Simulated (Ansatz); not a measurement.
# BH₄NTe (SMILES NB[TeH]): functionals against CCSD(T) at one geometry

A test off equilibrium: a structure displaced at random from a GFN2-xTB minimum is computed at several levels, and each is set against CCSD(T).

Computed with Ansatz 0.2.0, Gaussian basis. Level: single points in def2-TZVPP.

Correlated methods freeze the cores. Filled d shells of the heavier atoms are correlated. Core potentials replace the inner electrons past krypton, and spin-orbit coupling is left out.

## (1) Starting geometry

7 atoms, charge 0, spin multiplicity 1.

Atoms are counted from 1 here; the program's logs count them from 0.

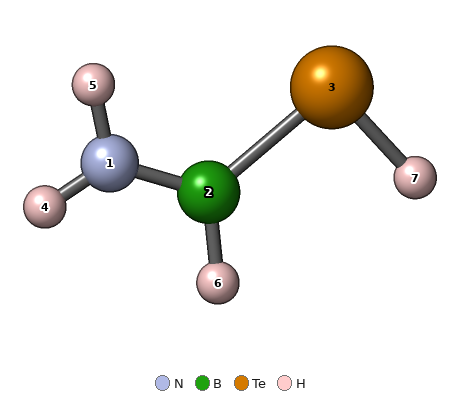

Start geometry, drawn with nitrogen light blue, boron green, tellurium orange, hydrogen pink; atoms are numbered from 1 in the order of the file.

Coordinates:

```csv
atom,x (Å),y (Å),z (Å)
N1,-0.95010,0.82870,-0.38660
B2,-0.08920,-0.17040,0.24830
Te3,1.93310,-0.67530,-0.54490
H4,-1.93830,1.15500,-0.09760
H5,-0.58660,1.40380,-1.31170
H6,-0.56340,-0.63620,1.33160
H7,2.22080,-1.85330,0.73360
```

## (2) CCSD(T)/def2-TZVPP

The input, run/in.yaml:

```yaml
crystal:
  periodic: [false, false, false]
  atoms:
    - {symbol: N, position_ang: [-0.950100, 0.828700, -0.386600]}
    - {symbol: B, position_ang: [-0.089200, -0.170400, 0.248300]}
    - {symbol: Te, position_ang: [1.933100, -0.675300, -0.544900]}
    - {symbol: H, position_ang: [-1.938300, 1.155000, -0.097600]}
    - {symbol: H, position_ang: [-0.586600, 1.403800, -1.311700]}
    - {symbol: H, position_ang: [-0.563400, -0.636200, 1.331600]}
    - {symbol: H, position_ang: [2.220800, -1.853300, 0.733600]}
basis:
  gaussian: {orbitals: def2-TZVPP}
correlation: {method: ccsd_t}
output: {forces: true}
```

No record of the launch command was kept for these runs.

## (3) PBE0-D4/def2-TZVPP

Edit run/in.yaml of step 2 so:

```diff
@@ -12,3 +12,3 @@
   gaussian: {orbitals: def2-TZVPP}
-correlation: {method: ccsd_t}
-output: {forces: true}
+hamiltonian: {xc: pbe0, dispersion: d4}
+output: {forces: true, orbitals: {seedname: orbitals}}
```

## (4) wB97M-V/def2-TZVPP

Edit run/in.yaml of step 3 so:

```diff
@@ -12,3 +12,3 @@
   gaussian: {orbitals: def2-TZVPP}
-hamiltonian: {xc: pbe0, dispersion: d4}
-output: {forces: true, orbitals: {seedname: orbitals}}
+hamiltonian: {xc: {name: wB97M-V}}
+output: {forces: true}
```

## (5) r2SCAN-D4/def2-TZVPP

Edit run/in.yaml of step 4 so:

```diff
@@ -12,3 +12,3 @@
   gaussian: {orbitals: def2-TZVPP}
-hamiltonian: {xc: {name: wB97M-V}}
+hamiltonian: {xc: r2scan, dispersion: d4}
 output: {forces: true}
```

## (6) PBE-D4/def2-TZVPP

Edit run/in.yaml of step 5 so:

```diff
@@ -12,3 +12,3 @@
   gaussian: {orbitals: def2-TZVPP}
-hamiltonian: {xc: r2scan, dispersion: d4}
+hamiltonian: {xc: pbe, dispersion: d4}
 output: {forces: true}
```

## (7) BHLYP-D4/def2-TZVPP

Edit run/in.yaml of step 6 so:

```diff
@@ -12,3 +12,3 @@
   gaussian: {orbitals: def2-TZVPP}
-hamiltonian: {xc: pbe, dispersion: d4}
+hamiltonian: {xc: {name: BHLYP}, dispersion: d4}
 output: {forces: true}
```

## (8) HSE06-D4/def2-TZVPP

Edit run/in.yaml of step 7 so:

```diff
@@ -12,3 +12,3 @@
   gaussian: {orbitals: def2-TZVPP}
-hamiltonian: {xc: {name: BHLYP}, dispersion: d4}
+hamiltonian: {xc: hse06, dispersion: d4}
 output: {forces: true}
```

(Steps that only read results are left out.)

Before running it: what results should come out? Wanted: energy less free atoms, CCSD(T)/def2-TZVPP; RMS force component; RMS force error; HOMO and LUMO, PBE0-D4; T1 diagnostic.

**Answer**, as computed:

```
                                  quantity                                                                                             value
energy less free atoms, CCSD(T)/def2-TZVPP                                                                                        -22.051 eV
                       RMS force component                                                              1.325 to 1.653 eV/Å over the methods
                           RMS force error  PBE0-D4 0.099, wB97M-V 0.078, r2SCAN-D4 0.075, PBE-D4 0.181, BHLYP-D4 0.209, HSE06-D4 0.099 eV/Å
                    HOMO and LUMO, PBE0-D4                                                                                -6.36 and -0.82 eV
                             T1 diagnostic                                                                                             0.014
```

Against CCSD(T) the functionals' energies less atoms differ by -1.395 to +0.016 eV, PBE-D4 by -1.395 eV. CCSD(T) in triple zeta still lacks some correlation energy of the bonds, so part of these gaps is its own basis error and they don't rank the functionals. The forces of r2SCAN-D4 come nearest to CCSD(T), those of BHLYP-D4 are farthest. Frozen-core CCSD(T) forces in triple zeta carry basis errors of their own, and this is one geometry, so small gaps rank nothing.
